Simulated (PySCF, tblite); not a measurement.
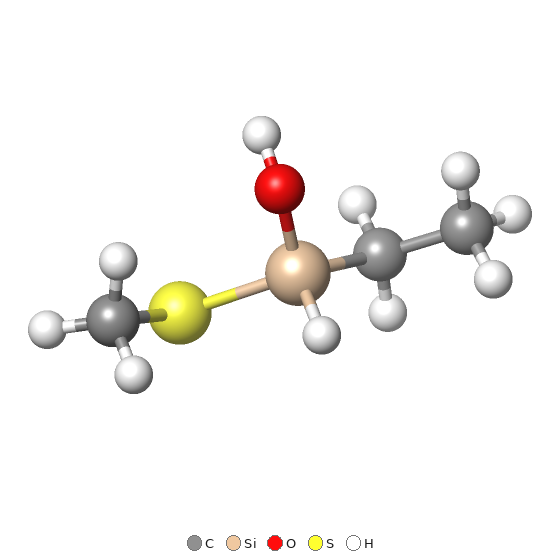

The molecule: C₃H₁₀OSSi, SMILES CC[Si@@H](O)SC.

Vertical TDDFT excitations, ωB97X-D/def2-SVPD with PySCF 2.14.0, at a GFN2-xTB geometry (a minimum by its frequencies), gas phase.

What does its absorption spectrum look like?

Answer. The lowest singlet lies at 5.92 eV (209 nm, f = 0.001); the brightest of the first 8 is S2 at 6.57 eV (189 nm), f = 0.061, mainly HOMO → LUMO+2 (50 %). No singlet lies below 3.1 eV (beyond 400 nm), so at this level no vertical transition falls in the visible.


```
state  E (eV)  λ (nm)      f          main character
   S1    5.92     209  0.001    HOMO → LUMO+1 (60 %)
   S2    6.57     189  0.061    HOMO → LUMO+2 (50 %)
   S3    6.85     181  0.033    HOMO → LUMO+2 (36 %)
   S4    7.33     169  0.010    HOMO → LUMO+3 (40 %)
   S5    7.44     167  0.015    HOMO−1 → LUMO (31 %)
   S6    7.57     164  0.056    HOMO−1 → LUMO (39 %)
   S7    7.74     160  0.010    HOMO → LUMO+4 (23 %)
   S8    7.79     159  0.001  HOMO−1 → LUMO+1 (36 %)
```

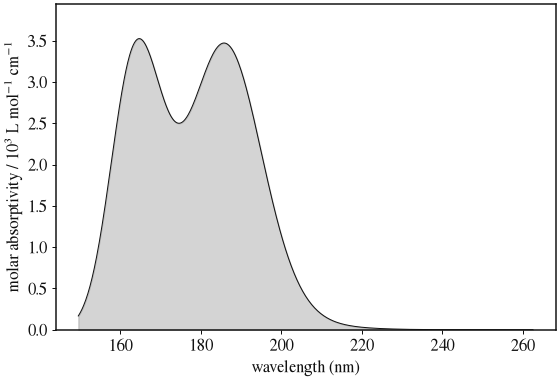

The lowest 8 singlet states are shown; each is broadened by a Gaussian of 1/e half-width 0.40 eV.

Note: the tight-binding geometry is rougher than a DFT one and adds to the error; one conformer of a flexible molecule; core orbitals are frozen in the response.
